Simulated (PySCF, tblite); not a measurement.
**C5H5F3O2: a rotation path, then NMR shifts on frames**

Aim: move C5H5F3O2 (`C[C@@H]1OC(=O)[C@H]1C(F)(F)F`) away from its starting geometry and see how NMR shifts follow the geometry.

Computed with tblite 0.8.0 and PySCF 2.14.0, with density-fitted response routines of our own, on a single molecule in the gas phase. Atoms are numbered from 0 throughout.

### 1 The starting structure

15 atoms, charge 0, multiplicity 1; geometry from: GFN2-xTB.

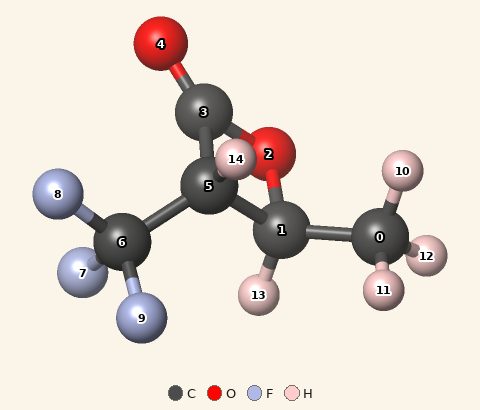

As it starts; carbon dark grey, oxygen red, fluorine light blue, hydrogen pink, atoms numbered; sticks join atoms by distance.

### 2 The rotation path with GFN2-xTB

The job: settings as JSON, then the geometry in Å.

```
{"job": {"kind": "neb", "xc": "GFN2-xTB", "basis": "xTB", "atoms": [1, 5, 6, 7], "turn": 120}, "charge": 0, "multiplicity": 1}
C      1.934543    -0.583980     0.240601
C      0.653400    -0.258693    -0.491437
O      0.736462     0.962041    -1.269737
C     -0.269464     1.551565    -0.600039
O     -0.761872     2.617726    -0.727769
C     -0.490071     0.354206     0.345288
C     -1.830939    -0.342503     0.262197
F     -2.215752    -0.562477    -1.000688
F     -2.803522     0.343851     0.861957
F     -1.784201    -1.550123     0.856191
H      2.252738     0.263063     0.843730
H      1.777280    -1.447183     0.881838
H      2.717290    -0.812471    -0.477376
H      0.338040    -1.082150    -1.138811
H     -0.258346     0.555119     1.392141
```

Method: GFN2-xTB climbing-image nudged elastic band, gas phase.

Command:

```sh
> OMP_NUM_THREADS=1 python probes_run.py task.json out
```

The driver reads the jobs from task.json and runs them one after another.

Standard output:

```text
image   E - E0 / eV
  0      -0.0000
  1       0.0115
  2       0.0402
  3       0.0688
  4       0.0792
  5       0.0658
  6       0.0375
  7       0.0110
  8       0.0000
```

It took 6.8 s on 1 thread of Intel Xeon at 2.50GHz, shared host; peak memory 0.18 GiB.

The final band, with the dihedral C1–C5–C6–F7:

```
image  dihedral (°)  energy (eV)  energy (kcal/mol)
    0           -50        0.000                0.0
    1           -36        0.012                0.3
    2           -21        0.040                0.9
    3            -6        0.069                1.6
    4             9        0.079                1.8
    5            24        0.066                1.5
    6            39        0.037                0.9
    7            54        0.011                0.3
    8            69        0.000                0.0
```

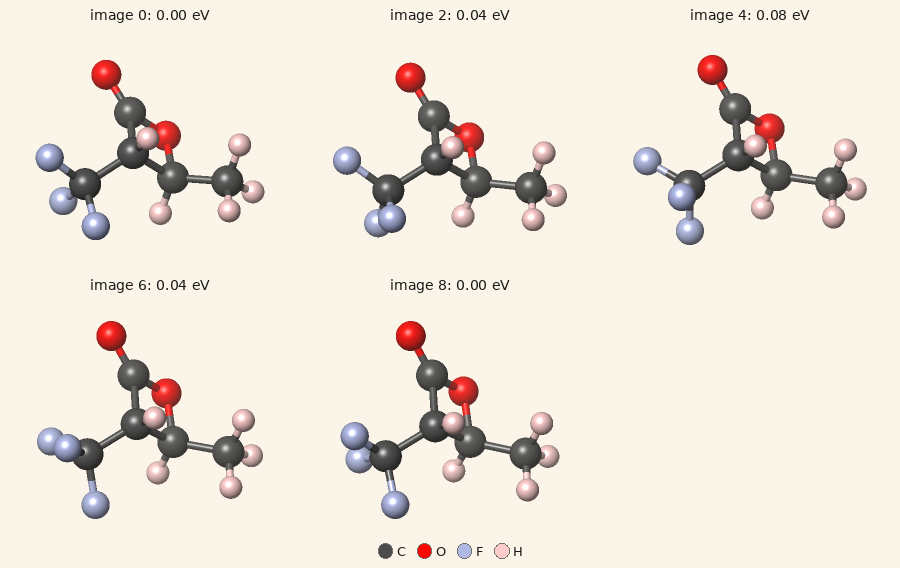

Images along the band.

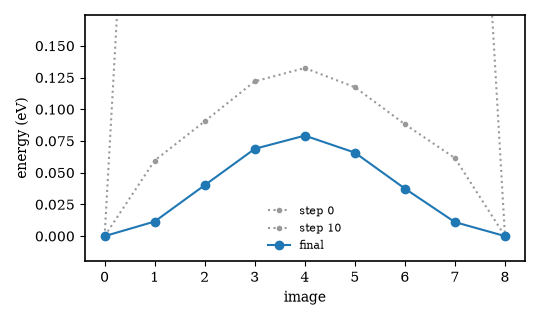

Energy along the band, early and final.

### 3 NMR shieldings: image 0, PBE0/pcSseg-1

The job: settings as JSON, then the geometry in Å.

```
{"job": {"kind": "nmr", "xc": "PBE0", "basis": "pcSseg-1", "pop": false}, "charge": 0, "multiplicity": 1}
C      1.934500    -0.584000     0.240600
C      0.653400    -0.258700    -0.491400
O      0.736500     0.962000    -1.269700
C     -0.269500     1.551600    -0.600000
O     -0.761900     2.617700    -0.727800
C     -0.490100     0.354200     0.345300
C     -1.830900    -0.342500     0.262200
F     -2.215800    -0.562500    -1.000700
F     -2.803500     0.343900     0.862000
F     -1.784200    -1.550100     0.856200
H      2.252700     0.263100     0.843700
H      1.777300    -1.447200     0.881800
H      2.717300    -0.812500    -0.477400
H      0.338000    -1.082200    -1.138800
H     -0.258300     0.555100     1.392100
```

Method: GIAO PBE0/pcSseg-1 NMR shielding, non-relativistic, gas phase.

Standard output:

```text
coarse grid: 13960 points
cycle   1  E = -642.4306660422  dE =  1.945e+00  |g| = 1.245e+00  |ddm| = 3.482e+00
cycle   2  E = -641.8466529267  dE =  5.840e-01  |g| = 2.231e+00  |ddm| = 2.384e+00
cycle   3  E = -642.6853001220  dE = -8.386e-01  |g| = 3.278e-01  |ddm| = 1.800e+00
cycle   4  E = -642.7036004816  dE = -1.830e-02  |g| = 1.214e-01  |ddm| = 2.798e-01
cycle   5  E = -642.7058309442  dE = -2.230e-03  |g| = 3.902e-02  |ddm| = 8.760e-02
cycle   6  E = -642.7061344137  dE = -3.035e-04  |g| = 7.852e-03  |ddm| = 3.124e-02
cycle   7  E = -642.7061439829  dE = -9.569e-06  |g| = 2.844e-03  |ddm| = 5.740e-03
final grid: 140128 points
cycle   8  E = -642.8068545014  dE = -3.055e-05  |g| = 1.647e-02  |ddm| = 2.961e-02
cycle   9  E = -642.8067615024  dE =  9.300e-05  |g| = 2.821e-02  |ddm| = 2.915e-02
cycle  10  E = -642.8069014801  dE = -1.400e-04  |g| = 2.534e-03  |ddm| = 1.930e-02
cycle  11  E = -642.8069026232  dE = -1.143e-06  |g| = 5.756e-04  |ddm| = 1.814e-03
cycle  12  E = -642.8069026742  dE = -5.104e-08  |g| = 2.027e-04  |ddm| = 4.902e-04
cycle  13  E = -642.8069026832  dE = -8.980e-09  |g| = 3.176e-05  |ddm| = 1.678e-04
cycle  14  E = -642.8069026834  dE = -2.146e-10  |g| = 9.504e-06  |ddm| = 3.574e-05
converged SCF energy = -642.8069026834

GIAO shielding tensors (ppm)
atom      isotropic    diamagn.    paramagn.     s11        s22        s33       span
  0 C      164.870     247.092     -82.221    152.263    157.772    184.576     32.313
  1 C      116.823     249.200    -132.377     78.665    122.193    149.611     70.946
  2 O       31.041     402.393    -371.352   -158.432     75.448    176.108    334.540
  3 C       23.238     252.346    -229.108    -86.296     73.848     82.161    168.457
  4 O     -104.905     397.499    -502.404   -355.495   -184.666    225.447    580.942
  5 C      120.736     256.248    -135.512     95.554    125.898    140.756     45.202
  6 C       54.399     240.977    -186.578     51.992     53.218     57.987      5.994
  7 F      261.093     474.389    -213.295    177.544    260.397    345.340    167.796
  8 F      252.527     470.482    -217.955    170.548    255.213    331.821    161.273
  9 F      248.820     474.402    -225.581    165.424    239.386    341.650    176.226
 10 H       30.311      29.622       0.688     26.574     28.924     35.435      8.861
 11 H       30.273      29.445       0.829     26.081     28.503     36.236     10.155
 12 H       29.696      27.932       1.765     25.547     27.131     36.411     10.864
 13 H       27.034      31.471      -4.437     24.476     26.918     29.709      5.232
 14 H       28.177      31.851      -3.674     25.733     29.031     29.766      4.033
```

Run time: 1.7 min. Hardware: 1 thread of Intel Xeon at 2.50GHz, shared host; peak memory 0.85 GiB.

The references, computed at this level on geometries of the same kind, shield at (ppm): 1H TMS 31.72, 13C TMS 186.9, 19F CFCl3 170.9, 17O H2O 336.1. Their shielding less the atom's gives the shift. The references are single molecules in the gas phase, so shifts against H2O, NH3, PH3, H3PO4 or CFCl3 are not on the usual liquid scales and can be off by tens of ppm. Each atom is listed at this fixed geometry, with no averaging over motion; a spectrum would average atoms that exchange fast.

```csv
atoms,environment,σ (ppm),δ (ppm)
C3,ester carbonyl carbon,23.2,163.7
C6,CF3 carbon,54.4,132.5
C1,sp3 CH bonded to O,116.8,70.1
C5,sp3 CH α to a carbonyl,120.7,66.2
C0,methyl carbon,164.9,22.1
H13,hydrogen on an sp3 CH bonded to O,27.03,4.68
H14,hydrogen on an sp3 CH α to a carbonyl,28.18,3.54
H12,hydrogen on a methyl carbon,29.70,2.02
H11,hydrogen on a methyl carbon,30.27,1.44
H10,hydrogen on a methyl carbon,30.31,1.41
O4,ester carbonyl oxygen,-104.9,441.0
O2,ester alkoxy oxygen,31.0,305.0
F9,fluorine of a CF3 group,248.8,-77.9
F8,fluorine of a CF3 group,252.5,-81.6
F7,fluorine of a CF3 group,261.1,-90.1
```

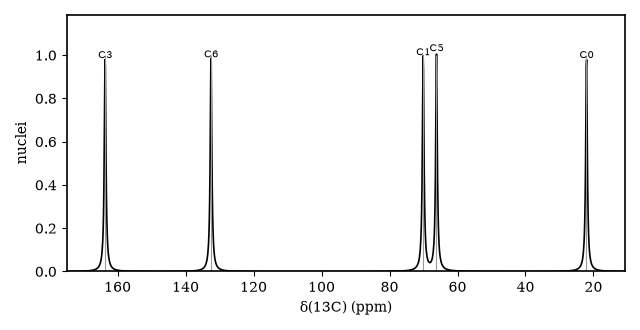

13C lines at the computed shifts, without couplings. Lines are broadened to a width of 0.57 ppm (Lorentzian).

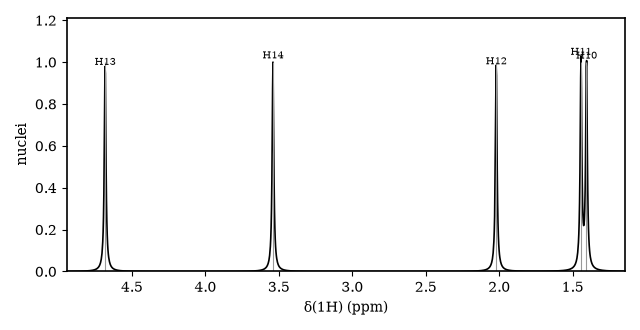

1H lines at the computed shifts, without couplings. Lines are broadened to a width of 0.01 ppm (Lorentzian).

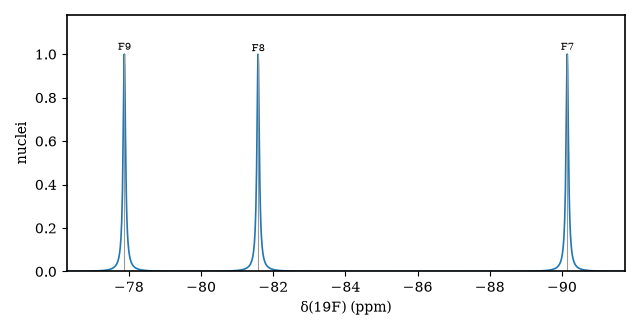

19F lines at the computed shifts, without couplings. Lines are broadened to a width of 0.08 ppm (Lorentzian).

Ring of atoms C1, O2, C3, C5: NICS(0) -3.3, NICS(1) -2.0, NICS(1)zz -0.9 ppm (means of both faces). The ring holds saturated atoms, so no π current runs round it: these values come from its σ bonds, any local π bonds and neighbouring rings, and say nothing of aromaticity.

The fields below are evaluated on a grid from the run's orbitals.

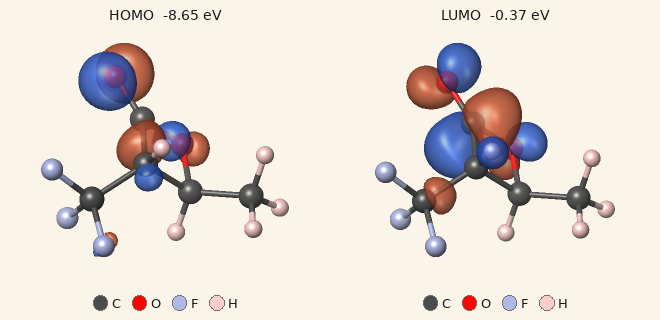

PBE0/pcSseg-1 orbitals near the gap, drawn at the value that encloses 70 % of each; the two colours are the two signs.

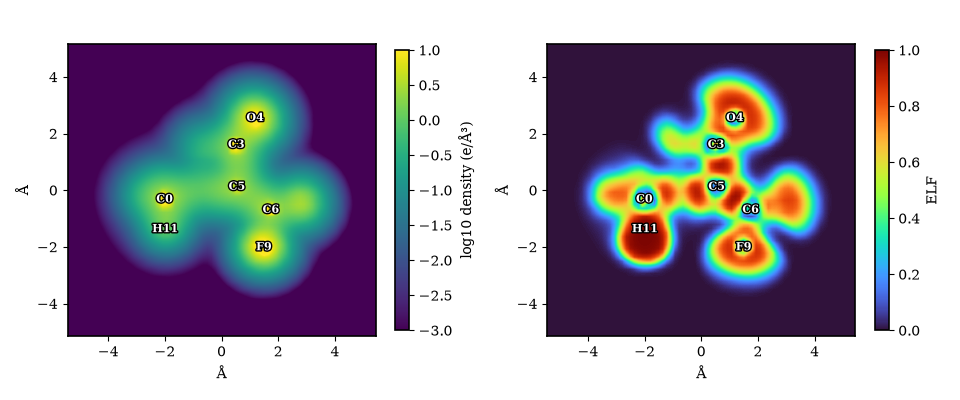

Density (left) and ELF (right) in a plane through or near 7 of the atoms.

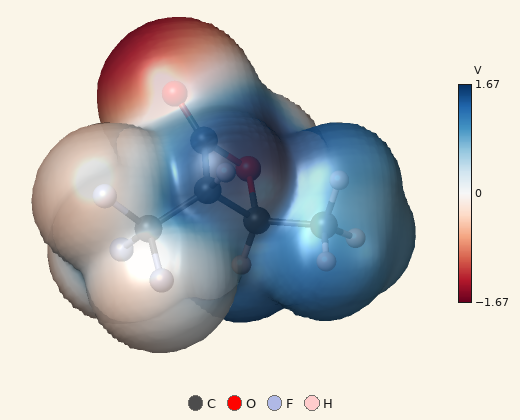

The potential that a unit positive charge feels on the 0.002 e/bohr³ surface, from -1.48 V near O4 to 1.67 V near H14.

### 4 Nuclear shieldings: image 2, PBE0/pcSseg-1

The job: settings as JSON, then the geometry in Å.

```
{"job": {"kind": "nmr", "xc": "PBE0", "basis": "pcSseg-1", "pop": false}, "charge": 0, "multiplicity": 1}
C      1.949200    -0.597900     0.169900
C      0.655800    -0.225200    -0.515700
O      0.729500     1.050600    -1.201700
C     -0.279800     1.583000    -0.490300
O     -0.773400     2.655500    -0.534200
C     -0.487600     0.319000     0.369200
C     -1.840000    -0.361700     0.267600
F     -1.984900    -1.043000    -0.878000
F     -2.856600     0.497500     0.338700
F     -2.016700    -1.253800     1.257000
H      2.268400     0.193800     0.843400
H      1.809900    -1.517700     0.731200
H      2.720300    -0.749900    -0.580900
H      0.340700    -0.999500    -1.221400
H     -0.239200     0.457200     1.423200
```

Level: GIAO PBE0/pcSseg-1 NMR shielding, non-relativistic, gas phase.

Standard output:

```text
coarse grid: 13960 points
cycle   1  E = -642.4262801456  dE =  1.945e+00  |g| = 1.248e+00  |ddm| = 3.483e+00
cycle   2  E = -641.8300962220  dE =  5.962e-01  |g| = 2.248e+00  |ddm| = 2.383e+00
cycle   3  E = -642.6818796477  dE = -8.518e-01  |g| = 3.325e-01  |ddm| = 1.809e+00
cycle   4  E = -642.7007216211  dE = -1.884e-02  |g| = 1.227e-01  |ddm| = 2.829e-01
cycle   5  E = -642.7029960644  dE = -2.274e-03  |g| = 3.957e-02  |ddm| = 8.779e-02
cycle   6  E = -642.7033085782  dE = -3.125e-04  |g| = 7.947e-03  |ddm| = 3.133e-02
cycle   7  E = -642.7033183865  dE = -9.808e-06  |g| = 2.874e-03  |ddm| = 5.729e-03
final grid: 140128 points
cycle   8  E = -642.8041264284  dE = -3.112e-05  |g| = 1.665e-02  |ddm| = 3.183e-02
cycle   9  E = -642.8040296851  dE =  9.674e-05  |g| = 2.867e-02  |ddm| = 2.924e-02
cycle  10  E = -642.8041743438  dE = -1.447e-04  |g| = 2.647e-03  |ddm| = 1.945e-02
cycle  11  E = -642.8041755873  dE = -1.243e-06  |g| = 5.816e-04  |ddm| = 1.873e-03
cycle  12  E = -642.8041756399  dE = -5.260e-08  |g| = 2.000e-04  |ddm| = 4.891e-04
cycle  13  E = -642.8041756486  dE = -8.671e-09  |g| = 3.387e-05  |ddm| = 1.656e-04
cycle  14  E = -642.8041756488  dE = -2.494e-10  |g| = 1.030e-05  |ddm| = 3.834e-05
converged SCF energy = -642.8041756488

GIAO shielding tensors (ppm)
atom      isotropic    diamagn.    paramagn.     s11        s22        s33       span
  0 C      165.059     247.078     -82.019    152.814    157.984    184.378     31.564
  1 C      115.736     249.072    -133.336     78.511    121.382    147.315     68.803
  2 O       29.620     402.529    -372.909   -158.687     67.564    179.982    338.669
  3 C       23.221     252.378    -229.157    -85.981     73.412     82.233    168.215
  4 O     -107.705     397.513    -505.218   -361.748   -185.911    224.544    586.292
  5 C      120.770     256.263    -135.492     96.119    126.922    139.270     43.151
  6 C       54.917     240.273    -185.356     51.790     55.292     57.668      5.878
  7 F      253.054     475.027    -221.973    173.689    249.800    335.673    161.984
  8 F      251.580     470.220    -218.640    167.891    258.978    327.871    159.979
  9 F      241.583     473.072    -231.489    162.133    223.842    338.775    176.643
 10 H       30.295      29.603       0.692     26.526     28.915     35.444      8.918
 11 H       30.293      29.413       0.880     26.188     28.403     36.288     10.100
 12 H       29.704      27.910       1.795     25.547     27.202     36.364     10.817
 13 H       26.825      31.453      -4.628     23.933     26.522     30.020      6.087
 14 H       28.102      31.757      -3.655     25.658     28.883     29.766      4.108
```

Run time: 77 s. Hardware: 1 thread of Intel Xeon at 2.50GHz, shared host; peak memory 0.88 GiB.

Key values: δ C3 163.7, C6 132.0, C1 71.2, C5 66.2, H13 4.89, H14 3.61 ppm.

[end of part 1 of 2]
